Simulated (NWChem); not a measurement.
# BPH6 (SMILES [BH3-][PH3+]) at 3 levels

Aim: a comparison of 3 runs (TPSSh/def2-SVP, TPSSh/def2-TZVPP, TPSSh/def2-TZVP) of BPH6. 

The results are computed with NWChem 7.3.0.

## 1. The molecule

The species is BPH6 (8 atoms), meant as a singlet with charge 0. As SMILES, `[BH3-][PH3+]`. The coordinates come from a PBE0-D4/def2-TZVP relaxation.

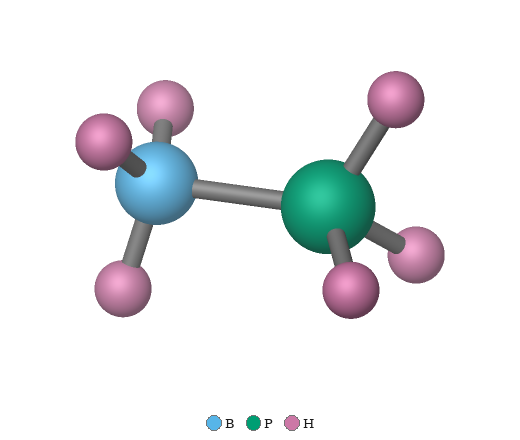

Viewed from a chosen angle; boron blue, phosphorus teal, hydrogen pink.

## 2. Energy and gradient at TPSSh/def2-SVP (run 1)

File geom.nw:

```
start geom
title "BH6P TPSSh"
memory 2200 mb
charge 0

geometry units angstroms noautosym nocenter noautoz
  B       -0.556100       0.227200      -0.914000
  P        0.433900      -0.181600       0.667700
  H       -1.693400       0.343100      -0.520100
  H       -0.367800      -0.730200      -1.628000
  H       -0.055500       1.254200      -1.309900
  H        0.418800       0.755700       1.718800
  H        1.823100      -0.380300       0.547100
  H        0.089200      -1.345200       1.382600
end

basis spherical bse
  * library def2-SVP
end

dft
  xc xctpssh
  grid fine
  convergence energy 1e-08
  maxiter 100
  mulliken
  print low
end

task dft gradient
```

Launch:

```sh
$ nwchem geom.nw > geom.out
```

The program printed:

```text
[...]
 d= 0,ls=0.0,diis     1   -369.6470802885 -4.29D+02  1.43D-02  2.33D-01     2.7
[...]
 d= 0,ls=0.0,diis     8   -369.6927351276 -1.52D-10  3.14D-07  3.41D-10    13.5
         Total DFT energy =     -369.692735127552
      One electron energy =     -625.889566361051
           Coulomb energy =      226.217843920848
    Exchange-Corr. energy =      -29.565534156542
 Nuclear repulsion energy =       59.544521469194
[...]
      Total Density - Mulliken Population Analysis
     ---------------------------------------------
    Atom       Charge   Shell Charges
 -----------   ------   -------------------------------------------------------
    1 B    5     5.24   1.99  0.75  0.21  1.73  0.52  0.04
    2 P   15    14.72   2.00  1.98  1.19  0.31  5.92  1.55  1.61  0.15
    3 H    1     1.04   0.74  0.28  0.01
    4 H    1     1.04   0.74  0.28  0.01
    5 H    1     1.04   0.74  0.28  0.01
    6 H    1     0.98   0.75  0.21  0.02
    7 H    1     0.98   0.75  0.21  0.02
    8 H    1     0.98   0.75  0.21  0.02
[...]
                         DFT ENERGY GRADIENTS
    atom               coordinates                        gradient
                 x          y          z           x          y          z
   1 B      -1.050877   0.429346  -1.727210    0.001939  -0.000830   0.003097
   2 P       0.819952  -0.343174   1.261770   -0.001694   0.000738  -0.002672
   3 H      -3.200062   0.648365  -0.982846    0.003927  -0.000439  -0.001111
   4 H      -0.695041  -1.379878  -3.076474   -0.000507   0.003165   0.002597
   5 H      -0.104880   2.370094  -2.475352   -0.001539  -0.003480   0.001526
   6 H       0.791417   1.428066   3.248061   -0.000103  -0.001571  -0.002026
   7 H       3.445159  -0.718663   1.033869   -0.002483   0.000387   0.000010
   8 H       0.168564  -2.542059   2.612735    0.000461   0.002031  -0.001421
 Task  times  cpu:       17.5s     wall:       17.5s
 Total times  cpu:       17.5s     wall:       17.5s
```

Run time: 18 s. Hardware: 1 thread of Intel Xeon Platinum 8259CL at 2.50GHz (Skylake/Cascade Lake), shared host; peak memory 0.12 GiB.

## 3. Energy and forces at TPSSh/def2-TZVPP (run 2)

File mol.nw:

```
start mol
memory total 2200 mb
geometry units angstroms noautosym nocenter noautoz
  B       -0.556100       0.227200      -0.914000
  P        0.433900      -0.181600       0.667700
  H       -1.693400       0.343100      -0.520100
  H       -0.367800      -0.730200      -1.628000
  H       -0.055500       1.254200      -1.309900
  H        0.418800       0.755700       1.718800
  H        1.823100      -0.380300       0.547100
  H        0.089200      -1.345200       1.382600
end
basis spherical bse
  * library def2-TZVPP
end
dft
  xc xctpssh
  grid fine
  convergence energy 1e-08
  maxiter 100
  mulliken
  print low
end
task dft gradient
```

Launch:

```sh
$ nwchem mol.nw > mol.out
```

The program printed:

```text
[...]
 d= 0,ls=0.0,diis     1   -369.7956084488 -4.29D+02  4.31D-03  3.88D-01    14.0
[...]
 d= 0,ls=0.0,diis     8   -369.8426162279 -1.25D-09  4.83D-07  1.19D-08    92.7
         Total DFT energy =     -369.842616227930
      One electron energy =     -626.302037897343
           Coulomb energy =      226.504097492764
    Exchange-Corr. energy =      -29.589197292545
 Nuclear repulsion energy =       59.544521469194
[...]
      Total Density - Mulliken Population Analysis
     ---------------------------------------------
    Atom       Charge   Shell Charges
 -----------   ------   -------------------------------------------------------
    1 B    5     5.23   0.91  1.06  0.46  0.44  0.05  1.08  0.96  0.18  0.03  0.05  0.01
    2 P   15    14.75   2.01  0.52  1.44  1.01  0.50  4.18  1.66  0.78  1.82  0.53  0.00  0.09  0.18  0.01
    3 H    1     1.03   0.26  0.53  0.22  0.00  0.02  0.00
    4 H    1     1.03   0.26  0.53  0.22  0.00  0.02  0.00
    5 H    1     1.03   0.26  0.53  0.22  0.00  0.02  0.00
    6 H    1     0.97   0.25  0.54  0.15  0.00  0.03  0.00
    7 H    1     0.97   0.25  0.54  0.15  0.00  0.03  0.00
    8 H    1     0.97   0.25  0.54  0.15  0.00  0.03  0.00
[...]
                         DFT ENERGY GRADIENTS
    atom               coordinates                        gradient
                 x          y          z           x          y          z
   1 B      -1.050877   0.429346  -1.727210    0.002282  -0.000970   0.003646
   2 P       0.819952  -0.343174   1.261770   -0.003189   0.001350  -0.005071
   3 H      -3.200062   0.648365  -0.982846   -0.000891   0.000052   0.000560
   4 H      -0.695041  -1.379878  -3.076474    0.000292  -0.000896  -0.000429
   5 H      -0.104880   2.370094  -2.475352    0.000583   0.000871  -0.000150
   6 H       0.791417   1.428066   3.248061   -0.000078   0.001001   0.000996
   7 H       3.445159  -0.718663   1.033869    0.001426  -0.000190  -0.000218
   8 H       0.168564  -2.542059   2.612735   -0.000426  -0.001218   0.000665
 Task  times  cpu:      122.3s     wall:      122.3s
 Total times  cpu:      122.3s     wall:      122.3s
```

Wall time 2.1 min (1 thread of Intel Xeon Platinum 8259CL at 2.50GHz (Skylake/Cascade Lake), shared host); peak memory 0.15 GiB.

## 4. Energy and gradient at TPSSh/def2-TZVP (run 3)

File bh6p.nw:

```
start bh6p
memory total 2200 mb
geometry units angstrom noautosym nocenter noautoz
   B       -0.556100       0.227200      -0.914000
   P        0.433900      -0.181600       0.667700
   H       -1.693400       0.343100      -0.520100
   H       -0.367800      -0.730200      -1.628000
   H       -0.055500       1.254200      -1.309900
   H        0.418800       0.755700       1.718800
   H        1.823100      -0.380300       0.547100
   H        0.089200      -1.345200       1.382600
end
basis "ao basis" spherical bse
   * library def2-TZVP
end
dft
   xc xctpssh
   grid fine
   convergence energy 1e-08
   iterations 100
   mulliken
   noprint "final vectors analysis"
end
task dft gradient
```

Launch:

```sh
$ nwchem bh6p.nw > bh6p.out
```

The program printed:

```text
[...]
          Wavefunction type:  closed shell.
          No. of atoms     :     8
          No. of electrons :    26
[...]
          Charge           :     0
          Spin multiplicity:     1
[...]
          AO basis - number of functions:   104
[...]
              XC Information
              --------------
                  TPSS hybrid Method XC Functional
                     Hartree-Fock (Exact) Exchange  0.100
                  TPSS metaGGA Exchange Functional  0.900
             TPSS03 metaGGA Correlation Functional  1.000
[...]
 d= 0,ls=0.0,diis     1   -369.7940342680 -4.29D+02  6.30D-03  3.78D-01     5.6
[...]
 d= 0,ls=0.0,diis     8   -369.8409589880 -1.02D-09  5.39D-07  6.63D-09    34.0
         Total DFT energy =     -369.840958988024
      One electron energy =     -626.305282517166
           Coulomb energy =      226.508977915925
    Exchange-Corr. energy =      -29.589175855977
 Nuclear repulsion energy =       59.544521469194
[...]
      Total Density - Mulliken Population Analysis
     ---------------------------------------------
    Atom       Charge   Shell Charges
 -----------   ------   -------------------------------------------------------
    1 B    5     5.35   0.91  1.06  0.47  0.50  0.10  1.07  0.97  0.19  0.03  0.03  0.00
    2 P   15    14.88   2.01  0.52  1.44  1.02  0.54  4.18  1.66  0.78  1.86  0.58  0.09  0.19  0.01
    3 H    1     1.01   0.26  0.55  0.20  0.01
    4 H    1     1.01   0.26  0.55  0.20  0.01
    5 H    1     1.01   0.26  0.55  0.20  0.01
    6 H    1     0.91   0.25  0.52  0.12  0.01
    7 H    1     0.91   0.25  0.52  0.12  0.01
    8 H    1     0.91   0.25  0.52  0.12  0.01
[...]
  wavefunction    = closed shell
                         DFT ENERGY GRADIENTS
    atom               coordinates                        gradient
                 x          y          z           x          y          z
   1 B      -1.050877   0.429346  -1.727210    0.002220  -0.000944   0.003548
   2 P       0.819952  -0.343174   1.261770   -0.003073   0.001303  -0.004887
   3 H      -3.200062   0.648365  -0.982846   -0.000627   0.000037   0.000390
   4 H      -0.695041  -1.379878  -3.076474    0.000201  -0.000623  -0.000302
   5 H      -0.104880   2.370094  -2.475352    0.000409   0.000612  -0.000108
   6 H       0.791417   1.428066   3.248061   -0.000062   0.000906   0.000921
   7 H       3.445159  -0.718663   1.033869    0.001310  -0.000178  -0.000183
   8 H       0.168564  -2.542059   2.612735   -0.000379  -0.001114   0.000622
[...]
```

Run time: 50 s. Hardware: 1 thread of Intel Xeon Platinum 8259CL at 2.50GHz (Skylake/Cascade Lake), shared host; peak memory 0.13 GiB.

## 5. Overview of the runs

```csv
run,level,energy (Eh),largest force (eV/Å),wall time
1,TPSSh/def2-SVP,-369.692735,0.212,18 s
2,TPSSh/def2-TZVPP,-369.842616,0.316,2.1 min
3,TPSSh/def2-TZVP,-369.840959,0.304,50 s
```

## 6. Summary of results

| quantity | value |
| --- | --- |
| run 3: total energy | -369.84096 Eh |
| run 3: dipole moment | 3.96 D |
| run 3: largest force on an atom | 0.304 eV/Å |

In words: Over the runs the total energy spans 4.078 eV. All runs together took 3.2 min, the longest 2.1 min.
